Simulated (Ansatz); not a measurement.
# GaNi (Pm-3m): from the cell to its phonons, part 2 of 2

Wanted: vibrations and spectra of GaNi (Pm-3m); the cell is already relaxed. After the zone centre comes a 4×4×4 q mesh on a 16×16×16 k mesh.

Ansatz 0.2.0; DFT PBEsol, scalar-relativistic, plane waves, PAW.

So far. Step 2 (Linear response at the zone centre): Before it was imposed, the acoustic sum rule was missed by 1.1e-4 eV/Å². Small misses are needed for a sound result but don't prove that mesh and cutoff are converged. The lowest optical mode is real, 212 cm⁻¹.

The database entry behind the starting cell differs from later determinations by our own check (about 0.2 % long), so it need not match the best structure at ambient conditions.

## 3. Response at finite wavevector (continued)

The partial phonon density of states has structure finer than the step of the table below, so its rows give means over 20 cm⁻¹, whole bins alone (the curve runs from -10 to 266 cm⁻¹). Peaks (cm⁻¹: height): Ga 108.0: 0.0140, 180.9: 0.0266, 231.3: 0.0401; Ni 85.5: 0.0203, 108.0: 0.0302, 226.1: 0.0199.

Phonopy on the run's constants, 19x19x19 mesh, Gaussian sigma 2.0 cm-1. Interpolated from a 4×4×4 q mesh. Partial phonon density of states against wavenumber; means over each step; values in 1/cm⁻¹/cell:

| wavenumber (cm⁻¹) | Ga | Ni |
| --- | --- | --- |
| 0 | 3.9e-5 | 3.3e-5 |
| 20 | 6.6e-4 | 6.3e-4 |
| 40 | 0.00239 | 0.00271 |
| 60 | 0.00510 | 0.00686 |
| 80 | 0.00973 | 0.0159 |
| 100 | 0.0116 | 0.0227 |
| 120 | 0.00943 | 0.0244 |
| 140 | 0.00828 | 0.0209 |
| 160 | 0.0155 | 0.0122 |
| 180 | 0.0205 | 0.00654 |
| 200 | 0.0157 | 0.00868 |
| 220 | 0.0273 | 0.0161 |
| 240 | 0.0235 | 0.0123 |

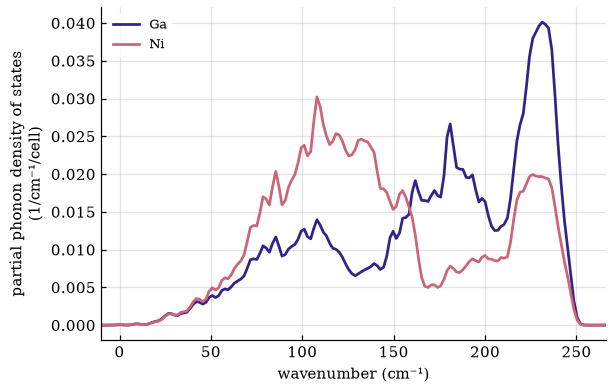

Partial phonon density of states against wavenumber.

Second derivatives of the energy by pair, one row for each kind of neighbour of each atom listed. Each entry sums the pair over the periodic images of the supercell that the q mesh stands for, and in a polar crystal it holds the long-range dipole part too. Force constants by pair, by row:

| atom | neighbour | distance (Å) | third of the trace (eV/Å²) | along the pair's line (eV/Å²) |
| --- | --- | --- | --- | --- |
| Ga1 | itself | 0 | 8.32 | – |
| Ga1 | Ni | 2.488 | -0.6337 | -2.301 |
| Ga1 | Ga | 2.873 | -0.3188 | -1.257 |
| Ga1 | Ga | 4.063 | -0.0425 | -0.1793 |
| Ga1 | Ni | 4.764 | -0.0039 | 0.0032 |
| Ga1 | Ga | 4.976 | -0.0619 | -0.1814 |
| Ga1 | Ga | 5.746 | -0.0278 | -0.0655 |
| Ga1 | Ni | 6.261 | -0.0071 | -0.0165 |
| Ga1 | Ga | 6.424 | -0.0069 | -0.0091 |
| Ni2 | itself | 0 | 5 | – |
| Ni2 | Ga | 2.488 | -0.6337 | -2.301 |
| Ni2 | Ni | 2.873 | 0.0292 | -0.3467 |
| Ni2 | Ni | 4.063 | -0.046 | -0.2809 |
| Ni2 | Ga | 4.764 | -0.0039 | 0.0032 |
| Ni2 | Ni | 4.976 | 0.0595 | 0.2364 |
| Ni2 | Ni | 5.746 | 0.1327 | 0.4388 |
| Ni2 | Ga | 6.261 | -0.0071 | -0.0165 |
| Ni2 | Ni | 6.424 | -0.0156 | -0.0248 |

Harmonic thermodynamic functions per atom, from the density of states. Interpolated from a 4×4×4 q mesh. Thermodynamic functions, by row:

| T (K) | F_vib (meV/atom) | S (J/mol-atom/K) | C_V (J/mol-atom/K) |
| --- | --- | --- | --- |
| 0 | 29.11 | 0 | 0 |
| 50 | 28.59 | 3.468 | 7.464 |
| 100 | 24.66 | 11.78 | 16.5 |
| 200 | 4.87 | 25.49 | 22.23 |
| 300 | -26.67 | 34.83 | 23.67 |
| 400 | -66.5 | 41.72 | 24.21 |
| 500 | -112.7 | 47.16 | 24.47 |
| 600 | -163.9 | 51.63 | 24.61 |
| 700 | -219.4 | 55.44 | 24.7 |
| 800 | -278.7 | 58.74 | 24.76 |
| 900 | -341.1 | 61.66 | 24.8 |
| 1000 | -406.4 | 64.27 | 24.82 |

Harmonic mean-square displacement, third of the trace. Interpolated from a 4×4×4 q mesh. Mean square displacements, by row:

| T (K) | Ga1 U_eq (Å²) | Ni2 U_eq (Å²) |
| --- | --- | --- |
| 0 | 0.00171 | 0.00243 |
| 100 | 0.00296 | 0.00435 |
| 300 | 0.00749 | 0.01135 |
| 600 | 0.01469 | 0.02235 |

Symmetry leaves 10 wavevectors to solve. The lowest mode among them, the acoustic zeros apart, lies at q = (0, 0.25, 0.25) and is real, 37.2 cm⁻¹.

## 4. Isotope substitution, element Ga, natural mass 69.723 amu

An isotope changes the mass and not the force constants, so no new electronic calculation is needed; the shifts show which modes move this element.

The same force constants with the mass of Ga changed from 69.723 to 70.925 u (phonopy, no LO-TO term). Both lists are sorted by frequency; levels can cross, so a row need not hold one and the same mode. Modes under 3 cm⁻¹ are left out. Isotope shifts, by row:

| q | rank | natural mass (cm⁻¹) | changed mass (cm⁻¹) |
| --- | --- | --- | --- |
| 0 0 0 | 4 | 212.5 | 211.7 |
| 0 0 0 | 5 | 212.5 | 211.7 |
| 0 0 0 | 6 | 212.5 | 211.7 |
| 0 0 0.25 | 1 | 84.09 | 83.73 |
| 0 0 0.25 | 2 | 84.09 | 83.73 |
| 0 0 0.25 | 3 | 122.3 | 121.9 |
| 0 0 0.25 | 4 | 192.2 | 191.4 |
| 0 0 0.25 | 5 | 192.2 | 191.4 |
| 0 0 0.25 | 6 | 219 | 217.8 |
| 0 0 -0.5 | 1 | 132.4 | 132.4 |
| 0 0 -0.5 | 2 | 132.4 | 132.4 |
| 0 0 -0.5 | 3 | 152.8 | 151.5 |
| 0 0 -0.5 | 4 | 152.8 | 151.5 |
| 0 0 -0.5 | 5 | 188.7 | 188.7 |
| 0 0 -0.5 | 6 | 223.1 | 221.2 |
| 0 0.25 0.25 | 1 | 37.22 | 37.08 |
| 0 0.25 0.25 | 2 | 112.3 | 111.8 |
| 0 0.25 0.25 | 3 | 147 | 147 |
| 0 0.25 0.25 | 4 | 178.9 | 178.2 |
| 0 0.25 0.25 | 5 | 195.8 | 194.2 |
| 0 0.25 0.25 | 6 | 230.1 | 228.9 |

A mode of this element alone would shift by -0.85 %. The highest zone-centre frequency without the field goes from 212.5 to 211.7 cm⁻¹ (-0.4 %). The product of the frequency ratios over all optical modes at Γ is 0.988; the product rule, (m/m′)^(3k/2) (M′/M)^(3/2) with k = 1 such atoms and M the mass of the cell, gives 0.988.

## 5. Another isotope, element Ni, natural mass 58.6934 amu

The same for Ni, from 58.69 to 63.93 u.

The same force constants with the mass of Ni changed from 58.693 to 63.928 u (phonopy, no LO-TO term). Both lists are sorted by frequency; levels can cross, so a row need not hold one and the same mode. Modes under 3 cm⁻¹ are left out. Isotope shifts, by row:

| q | rank | natural mass (cm⁻¹) | changed mass (cm⁻¹) |
| --- | --- | --- | --- |
| 0 0 0 | 4 | 212.5 | 207.7 |
| 0 0 0 | 5 | 212.5 | 207.7 |
| 0 0 0 | 6 | 212.5 | 207.7 |
| 0 0 0.25 | 1 | 84.09 | 82.24 |
| 0 0 0.25 | 2 | 84.09 | 82.24 |
| 0 0 0.25 | 3 | 122.3 | 119 |
| 0 0 0.25 | 4 | 192.2 | 188.3 |
| 0 0 0.25 | 5 | 192.2 | 188.3 |
| 0 0 0.25 | 6 | 219 | 215.6 |
| 0 0 -0.5 | 1 | 132.4 | 126.9 |
| 0 0 -0.5 | 2 | 132.4 | 126.9 |
| 0 0 -0.5 | 3 | 152.8 | 152.8 |
| 0 0 -0.5 | 4 | 152.8 | 152.8 |
| 0 0 -0.5 | 5 | 188.7 | 180.8 |
| 0 0 -0.5 | 6 | 223.1 | 223.1 |
| 0 0.25 0.25 | 1 | 37.22 | 36.31 |
| 0 0.25 0.25 | 2 | 112.3 | 109.8 |
| 0 0.25 0.25 | 3 | 147 | 141.2 |
| 0 0.25 0.25 | 4 | 178.9 | 175.3 |
| 0 0.25 0.25 | 5 | 195.8 | 195.4 |
| 0 0.25 0.25 | 6 | 230.1 | 226 |

A mode of this element alone would shift by -4.18 %. The highest zone-centre frequency without the field goes from 212.5 to 207.7 cm⁻¹ (-2.2 %). The product of the frequency ratios over all optical modes at Γ is 0.934; the product rule, (m/m′)^(3k/2) (M′/M)^(3/2) with k = 1 such atoms and M the mass of the cell, gives 0.934.

## 6. Summary of results

| Property | Result |
| --- | --- |
| space group (within 0.01 Å) | Pm-3m |
| volume per atom | 11.9 Å³ |
| electronic character | no gap on this mesh |
| highest optical mode at the zone centre (no LO-TO term) | 212 cm⁻¹ |
| lowest optical zone-centre mode | 212 cm⁻¹ |
| lowest mode on the q mesh (acoustic modes at Γ apart) | 37.2 cm⁻¹ |
| highest frequency on the path or at a solved wavevector | 249 cm⁻¹ |
| zero-point energy per atom | 29.1 meV |
| heat capacity at 300 K | 23.7 J/(mol atoms K) |
| vibrational entropy at 300 K | 34.8 J/(mol atoms K) |
| Debye temperature (second moment) | 310 K |
| imaginary modes on the 4×4×4 q mesh | none |

**Reading.** The structure is a minimum as far as tested: no mode is imaginary at the 10 irreducible wavevectors of the 4×4×4 mesh, and the softest away from the acoustic zeros lies at 37 cm⁻¹. The optical modes at Γ form one degenerate level at 212 cm⁻¹. With no gap, or one that is small against the smearing, the frequencies hang on the k mesh and the smearing, most of all near Kohn anomalies. The phonon runs are without spin polarisation, although the cell has an odd electron count. These are harmonic frequencies at zero temperature: anharmonic shifts, linewidths and thermal expansion are left out.

[Hosts, paths, dates, database ids (printed as entryN), source tags and the programs' standing remarks are cut or masked in the printed files.]
